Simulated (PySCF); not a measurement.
**Property calculation of C$_{2}$H$_{5}$S**

C$_{2}$H$_{5}$S, multiplicity 2, SMILES [CH2]SC, computed with MP2/6-31G**, UHF (PySCF 2.14.0).

The geometry comes from this level: PBE0-D4/def2-TZVP.

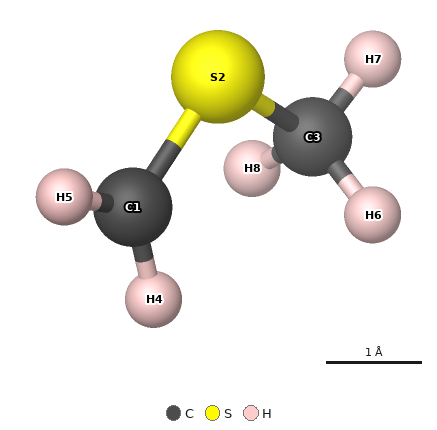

**Figure 1.** The structure as given in the input (ball-and-stick view, seen at a tilt; atoms are numbered from 1 in the order of the input).

Results in brief:

```csv
quantity,value
outcome,converged
total energy,−476.517061 hartree
SCF energy,−476.113570 hartree
correlation energy,−0.403491 hartree
basis functions,71
⟨S²⟩,0.765
hardware,"1 thread of Arm Neoverse V2, 24 GiB of memory available, shared host"
wall time,1.8 s
peak memory,0.18 GiB
```

Remarks:

The record of the run, not the program, notes: logged alpha LUMO and gap are faulty.

The input (run.py):
```python
from pyscf import gto, scf, mp

mol = gto.M(
    atom='''
C       -0.766700       1.107100      -0.688200
S        0.844300       0.622200      -0.483100
C        0.650100      -0.872700       0.489300
H       -1.572500       0.620600      -0.157700
H       -0.947600       1.994700      -1.276200
H        0.157500      -0.650800       1.437000
H        1.649000      -1.260500       0.688000
H        0.077800      -1.617600      -0.064800
''',
    spin=1,
    max_memory=1860,
    verbose=4,
    basis='6-31g**',
)

myscf = scf.UHF(mol)
myscf.max_cycle = 100
myscf.kernel()

pt = mp.MP2(myscf).run()
etot = pt.e_tot
print('Final energy', etot)
myscf.analyze()
quad = myscf.quad_moment()
dm_corr = pt.make_rdm1(ao_repr=True)
dip_corr = myscf.dip_moment(mol, dm_corr)
```

Run as:
```bash
OMP_NUM_THREADS=1 python run.py
```

The program's output:
```
PySCF version 2.14.0

[INPUT] num. atoms = 8
[INPUT] num. electrons = 33
[INPUT] charge = 0
[INPUT] spin (= nelec alpha-beta = 2S) = 1
[INPUT] symmetry False subgroup None
[INPUT] Mole.unit = angstrom
[INPUT] Symbol           X                Y                Z      unit          X                Y                Z       unit  Magmom
[INPUT]  1 C     -0.766700000000   1.107100000000  -0.688200000000 AA   -1.448853019704   2.092115792506  -1.300509518926 Bohr   0.0
[INPUT]  2 S      0.844300000000   0.622200000000  -0.483100000000 AA    1.595495766970   1.175787594704  -0.912926690777 Bohr   0.0
[INPUT]  3 C      0.650100000000  -0.872700000000   0.489300000000 AA    1.228510953580  -1.649163988908   0.924642992750 Bohr   0.0
[INPUT]  4 H     -1.572500000000   0.620600000000  -0.157700000000 AA   -2.971594330879   1.172764032905  -0.298009809844 Bohr   0.0
[INPUT]  5 H     -0.947600000000   1.994700000000  -1.276200000000 AA   -1.790704475638   3.769436700670  -2.411668480170 Bohr   0.0
[INPUT]  6 H      0.157500000000  -0.650800000000   1.437000000000 AA    0.297631864619  -1.229833761867   2.715536441000 Bohr   0.0
[INPUT]  7 H      1.649000000000  -1.260500000000   0.688000000000 AA    3.116158379408  -2.381999780014   1.300131573701 Bohr   0.0
[INPUT]  8 H      0.077800000000  -1.617600000000  -0.064800000000 AA    0.147020692491  -3.056820979096  -0.122454252872 Bohr   0.0

nuclear repulsion = 104.731076858092
number of shells = 35
number of NR pGTOs = 140
number of NR cGTOs = 71
basis = 6-31g**
ecp = {}

******** <class 'pyscf.scf.uhf.UHF'> ********
method = UHF
initial guess = minao
damping factor = 0
level_shift factor = 0
DIIS = <class 'pyscf.scf.diis.CDIIS'>
diis_start_cycle = 1
diis_space = 8
diis_damp = 0
SCF conv_tol = 1e-09
SCF conv_tol_grad = None
SCF max_cycles = 100
direct_scf = True
direct_scf_tol = 1e-13
number electrons alpha = 17  beta = 16
Set gradient conv threshold to 3.16228e-05
init E= -476.370373072587
  alpha nocc = 17  HOMO = -0.0674131672079819  LUMO = 0.0954220767038407
  beta  nocc = 16  HOMO = -0.323594314165625  LUMO = -0.0674131672079819

WARN: HOMO -0.0674131672079819 >= LUMO -0.0674131672079819

cycle= 1 E= -476.06877440937  delta_E= 0.302  |g|= 0.218  |ddm|= 1.82
  alpha nocc = 17  HOMO = -0.284009272308234  LUMO = 0.179407292801857
  beta  nocc = 16  HOMO = -0.364805643433691  LUMO = 0.107561638037536
  HOMO = -0.284009272308  LUMO = 0.107561638038  gap/eV = 10.65519
cycle= 2 E= -476.105563629756  delta_E= -0.0368  |g|= 0.0854  |ddm|= 0.313
  alpha nocc = 17  HOMO = -0.279330602827067  LUMO = 0.19773567603454
  beta  nocc = 16  HOMO = -0.355148736435579  LUMO = 0.134728954537404
  HOMO = -0.279330602827  LUMO = 0.134728954537  gap/eV = 11.26713
cycle= 3 E= -476.111177440978  delta_E= -0.00561  |g|= 0.0353  |ddm|= 0.109
  alpha nocc = 17  HOMO = -0.285589893344464  LUMO = 0.198777823296239
  beta  nocc = 16  HOMO = -0.357062287010802  LUMO = 0.140450212198415
  HOMO = -0.285589893344  LUMO = 0.140450212198  gap/eV = 11.59314
cycle= 4 E= -476.1128917838  delta_E= -0.00171  |g|= 0.0138  |ddm|= 0.0681
  alpha nocc = 17  HOMO = -0.288946530175258  LUMO = 0.198500928528651
  beta  nocc = 16  HOMO = -0.360609061158335  LUMO = 0.143300910434174
  HOMO = -0.288946530175  LUMO = 0.143300910434  gap/eV = 11.76205
cycle= 5 E= -476.113443250104  delta_E= -0.000551  |g|= 0.00609  |ddm|= 0.046
  alpha nocc = 17  HOMO = -0.28812085732945  LUMO = 0.199082320972875
  beta  nocc = 16  HOMO = -0.360737994886087  LUMO = 0.146155999624794
  HOMO = -0.288120857329  LUMO = 0.146155999625  gap/eV = 11.81728
cycle= 6 E= -476.113555563286  delta_E= -0.000112  |g|= 0.00236  |ddm|= 0.0234
  alpha nocc = 17  HOMO = -0.288284892371587  LUMO = 0.199037772505905
  beta  nocc = 16  HOMO = -0.361519997319362  LUMO = 0.145977362362224
  HOMO = -0.288284892372  LUMO = 0.145977362362  gap/eV = 11.81688
cycle= 7 E= -476.11356846897  delta_E= -1.29e-05  |g|= 0.000801  |ddm|= 0.00889
  alpha nocc = 17  HOMO = -0.288040300091568  LUMO = 0.19903445571351
  beta  nocc = 16  HOMO = -0.361598042964096  LUMO = 0.146112721005275
  HOMO = -0.288040300092  LUMO = 0.146112721005  gap/eV = 11.81391
cycle= 8 E= -476.113569648334  delta_E= -1.18e-06  |g|= 0.000325  |ddm|= 0.00257
  alpha nocc = 17  HOMO = -0.287973002112143  LUMO = 0.199078627676347
  beta  nocc = 16  HOMO = -0.361602714793889  LUMO = 0.146112261986426
  HOMO = -0.287973002112  LUMO = 0.146112261986  gap/eV = 11.81206
cycle= 9 E= -476.11356985314  delta_E= -2.05e-07  |g|= 0.00014  |ddm|= 0.00116
  alpha nocc = 17  HOMO = -0.287985727902168  LUMO = 0.199061129476305
  beta  nocc = 16  HOMO = -0.361632434934895  LUMO = 0.146104544242338
  HOMO = -0.287985727902  LUMO = 0.146104544242  gap/eV = 11.81220
cycle= 10 E= -476.113569893301  delta_E= -4.02e-08  |g|= 5.82e-05  |ddm|= 0.000502
  alpha nocc = 17  HOMO = -0.287983954558527  LUMO = 0.199068524639649
  beta  nocc = 16  HOMO = -0.361616841188948  LUMO = 0.146105295945136
  HOMO = -0.287983954559  LUMO = 0.146105295945  gap/eV = 11.81217
cycle= 11 E= -476.113569902117  delta_E= -8.82e-09  |g|= 1.93e-05  |ddm|= 0.000289
  alpha nocc = 17  HOMO = -0.287990129901218  LUMO = 0.199065776892229
  beta  nocc = 16  HOMO = -0.361619408632557  LUMO = 0.146103819149076
  HOMO = -0.287990129901  LUMO = 0.146103819149  gap/eV = 11.81230
cycle= 12 E= -476.113569903013  delta_E= -8.96e-10  |g|= 6.6e-06  |ddm|= 9.46e-05
  alpha nocc = 17  HOMO = -0.287989334365923  LUMO = 0.19906665149988
  beta  nocc = 16  HOMO = -0.361617845994139  LUMO = 0.146104363432894
  HOMO = -0.287989334366  LUMO = 0.146104363433  gap/eV = 11.81229
```

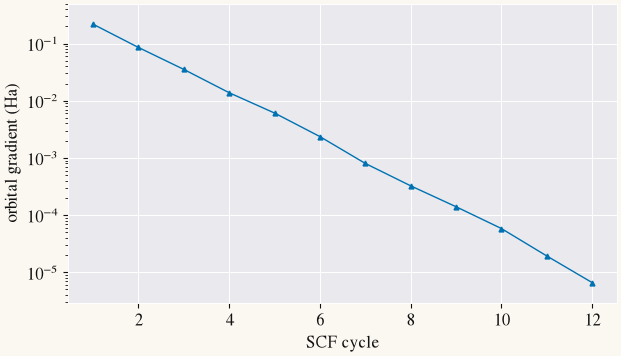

**Figure 2.** Convergence of the self-consistent field: orbital gradient against the SCF cycle. The residual falls at every step.

```
Extra cycle  E= -476.113569903071  delta_E= -5.79e-11  |g|= 4e-06  |ddm|= 1.22e-05
converged SCF energy = -476.113569903071  <S^2> = 0.76522709  2S+1 = 2.0151696

******** <class 'pyscf.mp.ump2.UMP2'> ********
nocc = (np.int64(17), np.int64(16)), nmo = (71, 71)
E(UMP2) = -476.517060814682  E_corr = -0.403490911610572
E(SCS-UMP2) = -476.517474286751  E_corr = -0.403904383679822
E_corr(same-spin) = -0.0926362041379203
E_corr(oppo-spin) = -0.310854707472652
Final energy -476.51706081468177
**** SCF Summaries ****
Total Energy =                        -476.113569903071209
Nuclear Repulsion Energy =             104.731076858092294
One-electron Energy =                 -862.866449566664414
Two-electron Energy =                  282.021802805500897
Two-electron Coulomb Energy =          319.251599961326235
DFT Exchange-Correlation Energy =      -37.229797155825338
HOMO-LUMO gap [eV] =                    11.812291179652828
**** MO energy ****
                             alpha | beta                alpha | beta
MO #1   energy= -91.9376119968561  | -91.9367217930704  occ= 1 | 1
MO #2   energy= -11.256205750352   | -11.2565092391546  occ= 1 | 1
MO #3   energy= -11.2479330324128  | -11.2237414503073  occ= 1 | 1
MO #4   energy= -8.95418967412708  | -8.95320169845407  occ= 1 | 1
MO #5   energy= -6.63594915641752  | -6.63655902258945  occ= 1 | 1
MO #6   energy= -6.63556843717448  | -6.63460743307309  occ= 1 | 1
MO #7   energy= -6.63394064789739  | -6.62956832199111  occ= 1 | 1
MO #8   energy= -1.08758138534728  | -1.06659365593875  occ= 1 | 1
MO #9   energy= -0.956922227061621 | -0.922928624547213 occ= 1 | 1
MO #10  energy= -0.805281884074434 | -0.766413708636288 occ= 1 | 1
MO #11  energy= -0.623516624165612 | -0.613978183568562 occ= 1 | 1
MO #12  energy= -0.598852910564402 | -0.592674316088459 occ= 1 | 1
MO #13  energy= -0.593224642164265 | -0.586173602047677 occ= 1 | 1
MO #14  energy= -0.523244296238174 | -0.513810973767195 occ= 1 | 1
MO #15  energy= -0.46451152626063  | -0.439759163373796 occ= 1 | 1
MO #16  energy= -0.445447168705592 | -0.361617845994139 occ= 1 | 1
MO #17  energy= -0.287989334365923 | 0.146104363432894  occ= 1 | 0
MO #18  energy= 0.192837321008216  | 0.19906665149988   occ= 0 | 0
MO #19  energy= 0.238002876037466  | 0.248225786775375  occ= 0 | 0
MO #20  energy= 0.263409967846314  | 0.270025927425371  occ= 0 | 0
MO #21  energy= 0.27628908536764   | 0.28418007854238   occ= 0 | 0
MO #22  energy= 0.300181329498005  | 0.308799556041062  occ= 0 | 0
MO #23  energy= 0.325976317662977  | 0.333382891875072  occ= 0 | 0
MO #24  energy= 0.334331596988178  | 0.343402414647793  occ= 0 | 0
MO #25  energy= 0.523051423226053  | 0.527362869873274  occ= 0 | 0
MO #26  energy= 0.558195055007141  | 0.562273437505095  occ= 0 | 0
MO #27  energy= 0.560971683096054  | 0.567999950130164  occ= 0 | 0
MO #28  energy= 0.584770055204692  | 0.593394196147471  occ= 0 | 0
MO #29  energy= 0.658289075462722  | 0.661621021974951  occ= 0 | 0
MO #30  energy= 0.726201590622678  | 0.730787091245854  occ= 0 | 0
MO #31  energy= 0.764657449220619  | 0.781843409529155  occ= 0 | 0
MO #32  energy= 0.77228822996088   | 0.812345555406174  occ= 0 | 0
MO #33  energy= 0.811240468666999  | 0.902520301077913  occ= 0 | 0
MO #34  energy= 0.989407258232792  | 0.995342065250127  occ= 0 | 0
MO #35  energy= 1.02455144482506   | 1.05187866115606   occ= 0 | 0
MO #36  energy= 1.08332679030034   | 1.08966319226872   occ= 0 | 0
MO #37  energy= 1.0996399164713    | 1.1047738391071    occ= 0 | 0
MO #38  energy= 1.1022885506953    | 1.11390548276192   occ= 0 | 0
MO #39  energy= 1.1209670355054    | 1.12919715465597   occ= 0 | 0
MO #40  energy= 1.14210815720264   | 1.14625713170752   occ= 0 | 0
MO #41  energy= 1.17714628287575   | 1.18835909052824   occ= 0 | 0
MO #42  energy= 1.19573241964039   | 1.21855833276774   occ= 0 | 0
MO #43  energy= 1.26215348711213   | 1.26880257160682   occ= 0 | 0
MO #44  energy= 1.29828765224251   | 1.31134811925504   occ= 0 | 0
MO #45  energy= 1.36880452940866   | 1.381227914465     occ= 0 | 0
MO #46  energy= 1.5003106617004    | 1.50385519582312   occ= 0 | 0
MO #47  energy= 1.68392840120953   | 1.73717034056984   occ= 0 | 0
MO #48  energy= 1.7397247345698    | 1.7507180448858    occ= 0 | 0
MO #49  energy= 1.75853293437164   | 1.76356229521792   occ= 0 | 0
MO #50  energy= 1.9991572719902    | 2.06364864772442   occ= 0 | 0
MO #51  energy= 2.23913233917724   | 2.26555901105003   occ= 0 | 0
MO #52  energy= 2.26755858997818   | 2.2718698285924    occ= 0 | 0
MO #53  energy= 2.32313378027515   | 2.32358911271231   occ= 0 | 0
MO #54  energy= 2.34631706665484   | 2.36045044078378   occ= 0 | 0
MO #55  energy= 2.36010688030843   | 2.36412918988135   occ= 0 | 0
MO #56  energy= 2.38845152559178   | 2.38938509213903   occ= 0 | 0
MO #57  energy= 2.48335267012192   | 2.51832966953704   occ= 0 | 0
MO #58  energy= 2.64689657536576   | 2.6491495234392    occ= 0 | 0
MO #59  energy= 2.65034789233948   | 2.65140990888057   occ= 0 | 0
MO #60  energy= 2.70052790535075   | 2.71893294888927   occ= 0 | 0
MO #61  energy= 2.72647221798571   | 2.7326895259013    occ= 0 | 0
MO #62  energy= 2.878368422288     | 2.90445545252697   occ= 0 | 0
MO #63  energy= 2.9399894565132    | 2.94057445545099   occ= 0 | 0
MO #64  energy= 3.08236418707758   | 3.08553105867531   occ= 0 | 0
MO #65  energy= 3.13626583451876   | 3.13638915051262   occ= 0 | 0
MO #66  energy= 3.14612532647072   | 3.1464955814078    occ= 0 | 0
MO #67  energy= 3.52914625866538   | 3.52937953411339   occ= 0 | 0
MO #68  energy= 3.687658169343     | 3.6932168731043    occ= 0 | 0
MO #69  energy= 3.76251670731507   | 3.76773214197249   occ= 0 | 0
MO #70  energy= 3.77171172063221   | 3.77208408704396   occ= 0 | 0
MO #71  energy= 3.79245233942341   | 3.79478918583215   occ= 0 | 0

To work with the spin densities directly, `use mulliken_meta_spin()` only printing them here.

 ** Mulliken spin pop alpha/beta on meta-lowdin orthogonal AOs **
 ** Mulliken Spin Density (per AO)  **
spin_pop of  0 C 1s       -0.00000
spin_pop of  0 C 2s        0.07620
spin_pop of  0 C 3s       -0.00078
spin_pop of  0 C 2px       0.05233
spin_pop of  0 C 2py       0.33191
spin_pop of  0 C 2pz       0.56097
spin_pop of  0 C 3px      -0.00010
spin_pop of  0 C 3py       0.00345
spin_pop of  0 C 3pz       0.00588
spin_pop of  0 C 3dxy     -0.00011
spin_pop of  0 C 3dyz     -0.00131
spin_pop of  0 C 3dz^2    -0.00038
spin_pop of  0 C 3dxz     -0.00027
spin_pop of  0 C 3dx2-y2   -0.00019
spin_pop of  1 S 1s       -0.00000
spin_pop of  1 S 2s       -0.00000
spin_pop of  1 S 3s        0.00534
spin_pop of  1 S 4s        0.00049
spin_pop of  1 S 2px      -0.00000
spin_pop of  1 S 2py      -0.00000
spin_pop of  1 S 2pz       0.00000
spin_pop of  1 S 3px      -0.04526
spin_pop of  1 S 3py       0.02092
spin_pop of  1 S 3pz       0.08333
spin_pop of  1 S 4px      -0.00012
spin_pop of  1 S 4py       0.00022
spin_pop of  1 S 4pz       0.00121
spin_pop of  1 S 3dxy      0.00053
spin_pop of  1 S 3dyz      0.00031
spin_pop of  1 S 3dz^2     0.00053
spin_pop of  1 S 3dxz      0.00099
spin_pop of  1 S 3dx2-y2    0.00022
spin_pop of  2 C 1s        0.00000
spin_pop of  2 C 2s       -0.00116
spin_pop of  2 C 3s        0.00000
spin_pop of  2 C 2px      -0.00032
spin_pop of  2 C 2py      -0.00386
spin_pop of  2 C 2pz      -0.00267
spin_pop of  2 C 3px      -0.00002
spin_pop of  2 C 3py       0.00013
spin_pop of  2 C 3pz       0.00028
spin_pop of  2 C 3dxy     -0.00001
spin_pop of  2 C 3dyz      0.00000
spin_pop of  2 C 3dz^2     0.00007
spin_pop of  2 C 3dxz      0.00000
spin_pop of  2 C 3dx2-y2    0.00000
spin_pop of  3 H 1s       -0.05102
spin_pop of  3 H 2s        0.00024
spin_pop of  3 H 2px      -0.00005
spin_pop of  3 H 2py       0.00014
spin_pop of  3 H 2pz       0.00015
spin_pop of  4 H 1s       -0.05097
spin_pop of  4 H 2s        0.00029
spin_pop of  4 H 2px       0.00000
spin_pop of  4 H 2py       0.00002
spin_pop of  4 H 2pz       0.00018
spin_pop of  5 H 1s        0.00565
spin_pop of  5 H 2s        0.00017
spin_pop of  5 H 2px      -0.00000
spin_pop of  5 H 2py       0.00000
spin_pop of  5 H 2pz       0.00000
spin_pop of  6 H 1s       -0.00095
spin_pop of  6 H 2s       -0.00003
spin_pop of  6 H 2px      -0.00001
spin_pop of  6 H 2py       0.00000
spin_pop of  6 H 2pz       0.00000
spin_pop of  7 H 1s        0.00719
spin_pop of  7 H 2s        0.00024
spin_pop of  7 H 2px      -0.00001
spin_pop of  7 H 2py      -0.00001
spin_pop of  7 H 2pz       0.00001
 ** Mulliken Spin Density (per atom)  **
spin density of  0 C =      1.02758
spin density of  1 S =      0.06872
spin density of  2 C =     -0.00756
spin density of  3 H =     -0.05053
spin density of  4 H =     -0.05048
spin density of  5 H =      0.00582
spin density of  6 H =     -0.00098
spin density of  7 H =      0.00743
 ** Mulliken pop alpha/beta on meta-lowdin orthogonal AOs **
 ** Mulliken pop       alpha | beta **
pop of  0 C 1s        0.99999 | 0.99999
pop of  0 C 2s        0.58184 | 0.50564
pop of  0 C 3s        0.00110 | 0.00188
pop of  0 C 2px       0.54181 | 0.48948
pop of  0 C 2py       0.72624 | 0.39433
pop of  0 C 2pz       0.83583 | 0.27486
pop of  0 C 3px       0.00221 | 0.00231
pop of  0 C 3py       0.00452 | 0.00107
pop of  0 C 3pz       0.00668 | 0.00080
pop of  0 C 3dxy      0.00087 | 0.00098
pop of  0 C 3dyz      0.00041 | 0.00172
pop of  0 C 3dz^2     0.00037 | 0.00075
pop of  0 C 3dxz      0.00067 | 0.00094
pop of  0 C 3dx2-y2    0.00138 | 0.00157
pop of  1 S 1s        1.00000 | 1.00000
pop of  1 S 2s        0.99999 | 0.99999
pop of  1 S 3s        0.82670 | 0.82136
pop of  1 S 4s        0.00479 | 0.00430
pop of  1 S 2px       0.99998 | 0.99998
pop of  1 S 2py       0.99998 | 0.99998
pop of  1 S 2pz       0.99999 | 0.99999
pop of  1 S 3px       0.59385 | 0.63911
pop of  1 S 3py       0.63922 | 0.61829
pop of  1 S 3pz       0.85581 | 0.77248
pop of  1 S 4px       0.00472 | 0.00484
pop of  1 S 4py       0.00534 | 0.00511
pop of  1 S 4pz       0.00384 | 0.00264
pop of  1 S 3dxy      0.00303 | 0.00250
pop of  1 S 3dyz      0.00419 | 0.00388
pop of  1 S 3dz^2     0.00240 | 0.00187
pop of  1 S 3dxz      0.00283 | 0.00184
pop of  1 S 3dx2-y2    0.00632 | 0.00610
pop of  2 C 1s        0.99999 | 0.99999
pop of  2 C 2s        0.52785 | 0.52902
pop of  2 C 3s        0.00087 | 0.00087
pop of  2 C 2px       0.56868 | 0.56900
pop of  2 C 2py       0.51780 | 0.52166
pop of  2 C 2pz       0.54552 | 0.54819
pop of  2 C 3px       0.00096 | 0.00098
pop of  2 C 3py       0.00121 | 0.00109
pop of  2 C 3pz       0.00134 | 0.00106
pop of  2 C 3dxy      0.00067 | 0.00068
pop of  2 C 3dyz      0.00146 | 0.00146
pop of  2 C 3dz^2     0.00081 | 0.00074
pop of  2 C 3dxz      0.00079 | 0.00078
pop of  2 C 3dx2-y2    0.00113 | 0.00113
pop of  3 H 1s        0.41342 | 0.46443
pop of  3 H 2s        0.00408 | 0.00384
pop of  3 H 2px       0.00036 | 0.00041
pop of  3 H 2py       0.00026 | 0.00012
pop of  3 H 2pz       0.00032 | 0.00017
pop of  4 H 1s        0.40892 | 0.45989
pop of  4 H 2s        0.00422 | 0.00394
pop of  4 H 2px       0.00005 | 0.00005
pop of  4 H 2py       0.00047 | 0.00045
pop of  4 H 2pz       0.00038 | 0.00019
pop of  5 H 1s        0.44569 | 0.44005
pop of  5 H 2s        0.00393 | 0.00376
pop of  5 H 2px       0.00011 | 0.00011
pop of  5 H 2py       0.00004 | 0.00004
pop of  5 H 2pz       0.00046 | 0.00045
pop of  6 H 1s        0.43673 | 0.43768
pop of  6 H 2s        0.00366 | 0.00368
pop of  6 H 2px       0.00045 | 0.00046
pop of  6 H 2py       0.00010 | 0.00010
pop of  6 H 2pz       0.00003 | 0.00003
pop of  7 H 1s        0.44569 | 0.43851
pop of  7 H 2s        0.00405 | 0.00381
pop of  7 H 2px       0.00015 | 0.00016
pop of  7 H 2py       0.00028 | 0.00029
pop of  7 H 2pz       0.00017 | 0.00016
In total            17.00000 | 16.00000
 ** Mulliken atomic charges   ( Nelec_alpha | Nelec_beta ) **
charge of  0C =     -0.38025  (     3.70392      2.67633 )
charge of  1S =      0.16276  (     7.95298      7.88426 )
charge of  2C =     -0.34572  (     3.16908      3.17664 )
charge of  3H =      0.11260  (     0.41844      0.46897 )
charge of  4H =      0.12145  (     0.41403      0.46452 )
charge of  5H =      0.10536  (     0.45023      0.44441 )
charge of  6H =      0.11708  (     0.44097      0.44195 )
charge of  7H =      0.10673  (     0.45035      0.44292 )
Dipole moment(X, Y, Z, Debye): -0.94286, -0.99936,  0.81112
Traceless quadrupole moment (Debye*A):

Dipole moment(X, Y, Z, Debye): -0.91132, -0.99476,  0.80652
```
